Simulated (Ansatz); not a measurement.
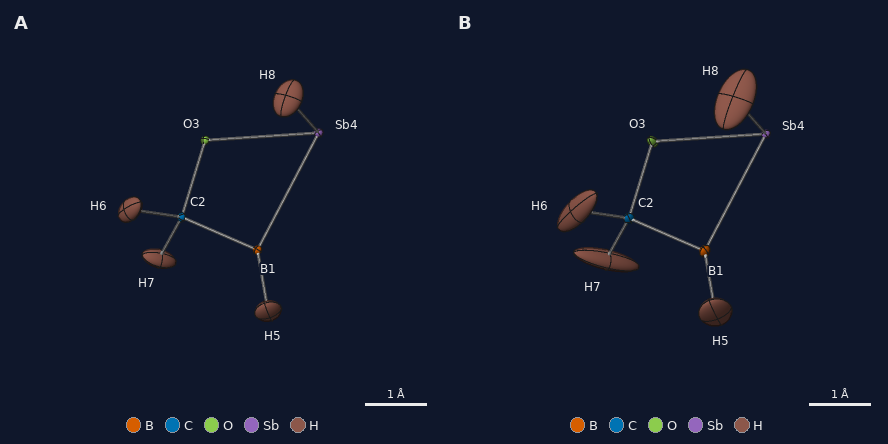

Displacement ellipsoids at the 50 % level, from the internal vibrations of the free molecule (harmonic, no overall translation or rotation; no half-axis is drawn under 0.075 Å). Vibrations computed with RKS PBE0-D4/def2-TZVP, core potentials on Sb (Ansatz 0.2.0). One panel is for 0 K (zero-point motion alone), the other for 600 K.

> Which panel is for 600 K?

B.

> How much does the mean-square displacement of H6 grow, and why?

U_eq goes from 0.0202 to 0.0619 Å², a factor of 3.1. Modes below kT (417 cm⁻¹ at 600 K) grow about in proportion to T, and the lowest lies at 158 cm⁻¹; the mean-square amplitude of a mode is its zero-point value times coth(ħω/2kT), which comes close to 1 only above about 3kT.
